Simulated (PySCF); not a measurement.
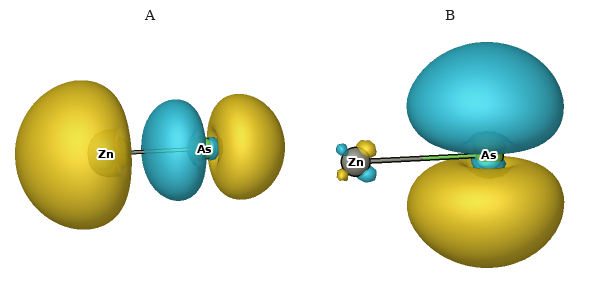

The picture shows: ZnAs (quartet). Two frontier α-spin orbitals, each drawn at the value that holds 80 % of its norm (yellow and cyan are the two phases), in no order; of a degenerate pair one member is drawn.

All numbers below come from PBE0/cc-pVDZ(-PP), non-relativistic Hamiltonian with scalar-relativistic core potentials where named, at a bond length of 2.577 Å in PySCF 2.14.0.

Q: Name the orbitals and rank them from lowest to highest energy.

A: Orbital B: π, occupied in this spin, −6.96 eV; mainly on As (95 %).
Orbital A: σ, occupied in this spin, −5.42 eV; shared between the atoms (Zn 65 %, As 35 %).
